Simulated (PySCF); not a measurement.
# C₂H₆GeN₂: electronic excitations at several levels of theory, part 2 of 2

PySCF 2.14.0. Atoms count from 0. Earlier steps stand in the parts before.

## Step 9: Ultraviolet spectrum: PBE0/def2-SVP

What the job is given:

```
{"job": {"kind": "uv", "xc": "PBE0", "basis": "def2-SVP"}, "charge": 0, "multiplicity": 1}
N     -1.036774     2.138448    -0.046316
C     -1.151519     1.002706    -0.248276
C     -1.209030    -0.424596    -0.469011
Ge     0.369734    -1.284723     0.360673
N      1.795582    -0.381966    -0.340055
H     -1.192007    -0.636165    -1.548918
H     -2.136191    -0.840572    -0.046135
H      0.458281    -2.749892    -0.095680
H      0.190770    -1.201545     1.894186
H      2.707876    -0.789261    -0.156435
H      1.820518     0.607644    -0.104367
```

Level: TDDFT PBE0/def2-SVP, vertical, gas phase, core orbitals frozen in the response.

The log of the run:

```text
coarse grid: 42848 points
cycle   1  E = -2265.3500394958  dE = -2.201e-01  |g| = 6.434e-01  |ddm| = 3.477e+00
cycle   2  E = -2265.1554528719  dE =  1.946e-01  |g| = 1.134e+00  |ddm| = 1.489e+00
cycle   3  E = -2265.4241454049  dE = -2.687e-01  |g| = 2.199e-01  |ddm| = 1.027e+00
cycle   4  E = -2265.4337653390  dE = -9.620e-03  |g| = 5.033e-02  |ddm| = 1.817e-01
cycle   5  E = -2265.4342580167  dE = -4.927e-04  |g| = 1.874e-02  |ddm| = 5.993e-02
cycle   6  E = -2265.4343346496  dE = -7.663e-05  |g| = 2.691e-03  |ddm| = 1.918e-02
cycle   7  E = -2265.4343361019  dE = -1.452e-06  |g| = 5.742e-04  |ddm| = 3.191e-03
final grid: 89672 points
cycle   8  E = -2265.4343368783  dE =  2.677e-08  |g| = 6.852e-04  |ddm| = 1.444e-03
cycle   9  E = -2265.4343366333  dE =  2.449e-07  |g| = 1.244e-03  |ddm| = 1.648e-03
cycle  10  E = -2265.4343369778  dE = -3.444e-07  |g| = 2.646e-04  |ddm| = 1.043e-03
cycle  11  E = -2265.4343369932  dE = -1.540e-08  |g| = 2.682e-05  |ddm| = 2.092e-04
cycle  12  E = -2265.4343369933  dE = -1.683e-10  |g| = 4.230e-06  |ddm| = 2.907e-05
converged SCF energy = -2265.4343369933

Static polarisability (au): isotropic 56.181, principal 47.090 52.442 69.011

Singlet excitations
state   eV       nm        f      main configurations
  1   6.5730    188.6   0.02247   H->L 0.88
  2   7.1851    172.6   0.01761   H->L+1 0.55, H->L+2 0.17, H->L+3 0.15
  3   7.2575    170.8   0.01579   H->L+2 0.54, H->L+1 0.28
  4   7.4079    167.4   0.00946   H->L+3 0.51, H-1->L+1 0.21, H->L+2 0.14
  5   7.6882    161.3   0.00182   H-1->L+1 0.25, H->L+3 0.21, H-2->L 0.18
  6   7.8335    158.3   0.07835   H-1->L 0.61, H-2->L+1 0.19
  7   7.9461    156.0   0.00362   H-2->L 0.49, H-1->L+1 0.24, H-2->L+2 0.12
  8   8.4417    146.9   0.01063   H-1->L+2 0.57, H-1->L 0.18
  9   8.5668    144.7   0.02029   H->L+4 0.50, H->L+5 0.22, H-1->L+3 0.16
 10   8.6159    143.9   0.01755   H-1->L+3 0.65, H->L+4 0.18, H-1->L+1 0.13

Triplet excitations (Tamm-Dancoff, eV): 5.9859 6.1480 6.7003 6.7117
```

Run time: 12 s. Hardware: 1 thread of Arm Neoverse V1, shared host; peak memory 0.6 GiB.

This run: HOMO -7.43 eV, LUMO 0.50 eV; lowest singlet 6.57 eV.

## Step 10: Excited states and response: PBE0/def2-TZVP

Same as in step 9 but for these lines:

```diff
@@ -1,2 +1,2 @@
-{"job": {"kind": "uv", "xc": "PBE0", "basis": "def2-SVP"}, "charge": 0, "multiplicity": 1}
+{"job": {"kind": "uv", "xc": "PBE0", "basis": "def2-TZVP"}, "charge": 0, "multiplicity": 1}
 N     -1.036774     2.138448    -0.046316
```

Method: TDDFT PBE0/def2-TZVP, vertical, gas phase, core orbitals frozen in the response.

The log of the run:

```text
coarse grid: 42848 points
cycle   1  E = -2265.8099019584  dE = -1.864e-01  |g| = 8.404e-01  |ddm| = 2.575e+00
cycle   2  E = -2265.5997997834  dE =  2.101e-01  |g| = 1.333e+00  |ddm| = 1.823e+00
cycle   3  E = -2265.8931920871  dE = -2.934e-01  |g| = 3.084e-01  |ddm| = 1.415e+00
cycle   4  E = -2265.9114108842  dE = -1.822e-02  |g| = 6.061e-02  |ddm| = 2.147e-01
cycle   5  E = -2265.9120260347  dE = -6.152e-04  |g| = 2.789e-02  |ddm| = 7.250e-02
cycle   6  E = -2265.9121867043  dE = -1.607e-04  |g| = 3.334e-03  |ddm| = 1.980e-02
cycle   7  E = -2265.9121888954  dE = -2.191e-06  |g| = 7.250e-04  |ddm| = 3.415e-03
final grid: 89672 points
cycle   8  E = -2265.9121959472  dE = -2.259e-08  |g| = 7.510e-04  |ddm| = 2.855e-03
cycle   9  E = -2265.9121958960  dE =  5.123e-08  |g| = 9.451e-04  |ddm| = 1.523e-03
cycle  10  E = -2265.9121960496  dE = -1.536e-07  |g| = 2.049e-04  |ddm| = 8.661e-04
cycle  11  E = -2265.9121960585  dE = -8.886e-09  |g| = 4.782e-05  |ddm| = 1.345e-04
cycle  12  E = -2265.9121960589  dE = -4.197e-10  |g| = 8.663e-06  |ddm| = 4.541e-05
converged SCF energy = -2265.9121960589

Static polarisability (au): isotropic 63.704, principal 54.274 60.032 76.807

Singlet excitations
state   eV       nm        f      main configurations
  1   6.4316    192.8   0.02440   H->L 0.87
  2   6.9731    177.8   0.02517   H->L+1 0.61, H->L+2 0.26
  3   7.0816    175.1   0.01583   H->L+2 0.60, H->L+1 0.29
  4   7.2478    171.1   0.00911   H->L+3 0.51, H-1->L+3 0.19, H-1->L+1 0.14
  5   7.5575    164.1   0.00290   H->L+3 0.38, H-1->L+1 0.16, H-1->L+3 0.15
  6   7.6583    161.9   0.08650   H-1->L 0.56, H-2->L+3 0.13, H-2->L+1 0.10
  7   7.7865    159.2   0.00369   H-2->L 0.45, H-2->L+2 0.21, H-1->L+1 0.15
  8   8.0899    153.3   0.00309   H-1->L+2 0.59, H-1->L 0.20
  9   8.1629    151.9   0.01518   H-1->L+1 0.46, H-1->L+3 0.42
 10   8.2591    150.1   0.07683   H->L+4 0.74, H->L+5 0.15

Triplet excitations (Tamm-Dancoff, eV): 5.9016 6.0735 6.5913 6.6083
```

Run time: 27 s. Hardware: 1 thread of Arm Neoverse V1, shared host; peak memory 0.86 GiB.

In short: HOMO -7.64 eV, LUMO 0.19 eV; lowest singlet 6.43 eV.

## Step 11: Ultraviolet spectrum: PBE0/aug-cc-pVDZ

Same as in step 10 but for these lines:

```diff
@@ -1,2 +1,2 @@
-{"job": {"kind": "uv", "xc": "PBE0", "basis": "def2-TZVP"}, "charge": 0, "multiplicity": 1}
+{"job": {"kind": "uv", "xc": "PBE0", "basis": "aug-cc-pVDZ"}, "charge": 0, "multiplicity": 1}
 N     -1.036774     2.138448    -0.046316
```

Method: TDDFT PBE0/aug-cc-pVDZ, vertical, gas phase, core orbitals frozen in the response.

The log of the run:

```text
coarse grid: 42848 points
cycle   1  E = -2265.7557227682  dE = -1.608e-01  |g| = 5.630e-01  |ddm| = 7.537e+00
cycle   2  E = -2265.5719289479  dE =  1.838e-01  |g| = 1.056e+00  |ddm| = 2.550e+00
cycle   3  E = -2265.8249801369  dE = -2.531e-01  |g| = 1.757e-01  |ddm| = 1.665e+00
cycle   4  E = -2265.8312456467  dE = -6.266e-03  |g| = 5.756e-02  |ddm| = 3.492e-01
cycle   5  E = -2265.8319498638  dE = -7.042e-04  |g| = 1.612e-02  |ddm| = 1.032e-01
cycle   6  E = -2265.8320107961  dE = -6.093e-05  |g| = 2.886e-03  |ddm| = 3.600e-02
cycle   7  E = -2265.8320129858  dE = -2.190e-06  |g| = 6.301e-04  |ddm| = 6.751e-03
final grid: 89672 points
cycle   8  E = -2265.8320239306  dE =  2.696e-08  |g| = 7.787e-04  |ddm| = 1.026e-02
cycle   9  E = -2265.8320237001  dE =  2.305e-07  |g| = 1.256e-03  |ddm| = 3.431e-03
cycle  10  E = -2265.8320240614  dE = -3.614e-07  |g| = 3.278e-04  |ddm| = 2.091e-03
cycle  11  E = -2265.8320240847  dE = -2.323e-08  |g| = 2.773e-05  |ddm| = 4.895e-04
cycle  12  E = -2265.8320240849  dE = -1.774e-10  |g| = 5.338e-06  |ddm| = 5.178e-05
converged SCF energy = -2265.8320240849

Static polarisability (au): isotropic 68.131, principal 59.381 64.573 80.438

Singlet excitations
state   eV       nm        f      main configurations
  1   5.9913    206.9   0.02771   H->L 0.94
  2   6.4992    190.8   0.02036   H->L+1 0.93
  3   6.5967    187.9   0.03148   H->L+2 0.95
  4   7.0024    177.1   0.01346   H->L+3 0.81
  5   7.2292    171.5   0.03019   H->L+4 0.52, H->L+3 0.09
  6   7.3441    168.8   0.01882   H-1->L 0.40, H->L+4 0.27
  7   7.4189    167.1   0.05168   H->L+5 0.36, H-1->L 0.22, H->L+4 0.12
  8   7.5050    165.2   0.01484   H-1->L+1 0.82, H-1->L 0.08
  9   7.5500    164.2   0.00799   H->L+5 0.48, H-1->L 0.14
 10   7.6354    162.4   0.04635   H-1->L+2 0.42, H-2->L 0.14, H-2->L+3 0.12

Triplet excitations (Tamm-Dancoff, eV): 5.6079 6.0391 6.2853 6.4310
```

Run time: 24 s. Hardware: 1 thread of Arm Neoverse V1, shared host; peak memory 0.81 GiB.

In short: HOMO -7.67 eV, LUMO -0.38 eV; lowest singlet 5.99 eV.

## Step 12: Run by run: electronic excitations

Excitations and ground-state properties, with basis size and wall time:

```tsv
run	lowest singlet (eV)	brightest (eV)	f	gap (eV)	α (Å³)	μ (D)	functions	time
B3LYP/def2-SVPD	6.12	7.41	0.073	7.17	9.95	3.83	166	56 s
PBE0/def2-SVPD	6.32	7.60	0.084	7.67	9.84	3.84	166	58 s
BHandHLYP/def2-SVPD	6.77	7.60	0.071	9.65	9.56	3.94	166	68 s
CAM-B3LYP/def2-SVPD	6.45	7.69	0.066	9.85	9.78	3.89	166	88 s
wB97X-D/def2-SVPD	6.60	7.78	0.064	11.22	9.79	3.89	166	67 s
LC-wPBE/def2-SVPD	6.96	7.88	0.077	12.26	9.53	3.88	166	91 s
PBE0/6-31G*	6.40	7.76	0.092	7.77	8.04	3.64	100	9.5 s
PBE0/def2-SVP	6.57	7.83	0.078	7.94	8.33	3.60	118	12 s
PBE0/def2-TZVP	6.43	7.66	0.086	7.83	9.44	3.83	208	27 s
PBE0/aug-cc-pVDZ	5.99	7.42	0.052	7.29	10.10	3.86	182	24 s
```

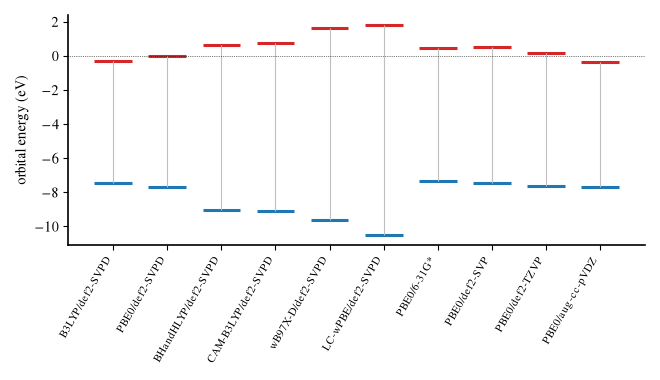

HOMO (blue) and LUMO (red) run by run.

## Step 13: Outcome

This closing draws on all 2 parts.

| quantity | value |
| --- | --- |
| lowest singlet (B3LYP/def2-SVPD) | 6.12 eV (203 nm), f = 0.014 |
| brightest single state of those computed | state 6, 7.41 eV, f = 0.073 |
| lowest triplet | 5.74 eV |
| vertical ionisation energy (ΔSCF) | 9.81 eV |
| range of the lowest singlet | 5.99 to 6.96 eV |

In words: Single values in the summary come from the first run of each kind that ended normally (B3LYP/def2-SVPD), which need not be the best level. The first singlet state (HOMO→LUMO 0.95) lies at 6.12 eV and is weak; of the 10 states computed, the strongest absorption comes from state 6 at 7.41 eV. The lowest triplet lies 0.38 eV below the lowest singlet (triplets in Tamm-Dancoff, singlets in full TDDFT). The orbital energy would give 7.46 eV for ionisation, ΔSCF gives 9.81 eV. The lowest singlet runs from 5.99 eV (PBE0/aug-cc-pVDZ) to 6.96 eV (LC-wPBE/def2-SVPD), while the orbital gap spans 7.17 to 12.26 eV. The lowest state need not be the same one in every run.
